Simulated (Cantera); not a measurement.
Input: 1 mol SiCl4, a varied amount of NH3, equilibrated at 1925 K and 180 Pa.

Equilibrium computed with Cantera from the NASA thermochemical tables; the gas is ideal and each condensed phase is pure. Candidate condensed phases: NH4Cl, Si, Si3N4; 28 gas species. The tables' values for SiCl, SiCl3, SiN are old estimates; treat these amounts as uncertain. Gases not in the tables: Si2H6 and higher silanes. Equilibrium is a limit: real reactors are often held back by kinetics, nucleation or transport.

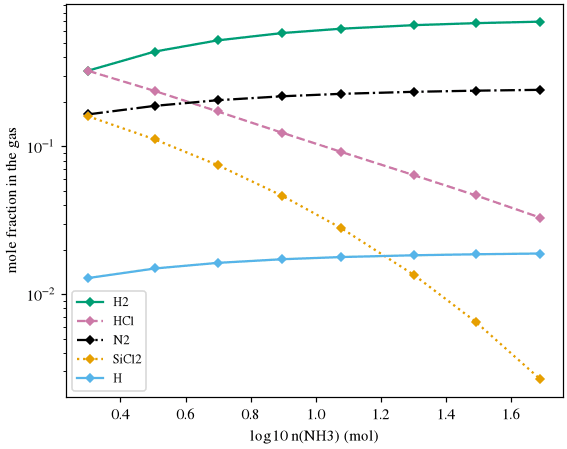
Figure. Equilibrium gas composition (values under 1e-9 drawn at 1e-9)

From 2 mol NH3 to 49 mol NH3 nothing is condensed. The main Si-bearing gas is SiCl2 at 2 mol NH3 and Si at 49 mol NH3.
